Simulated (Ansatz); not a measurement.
The starting structures come from a database of crystals and need not be the phases stable at ambient conditions.

 Where the default PAW files enter, the runs use the earlier of Ansatz's two default sets.

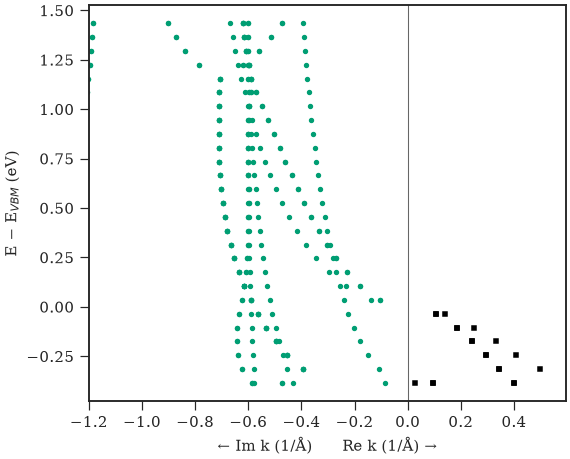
Figure: Complex bands at the centre of the two-dimensional zone; r2SCAN run with Ansatz (a quantum-chemistry and plane-wave program)

No gap correction and no spin-orbit coupling; mid-gap values are interpolated between computed energies.

Task: This is H₈Pd(NCl₃)₂ (Fm-3m, not sure to be the ambient phase, 17 atoms a cell, 13.6 Å³ an atom) along the normal of (111). Read off the slowest decay at the centre of the two-dimensional zone at 0.59 eV, the computed energy nearest the middle of the gap.

Result: κ ≈ 0.33 1/Å, a decay length 1/(2κ) of the density of 1.5 Å.
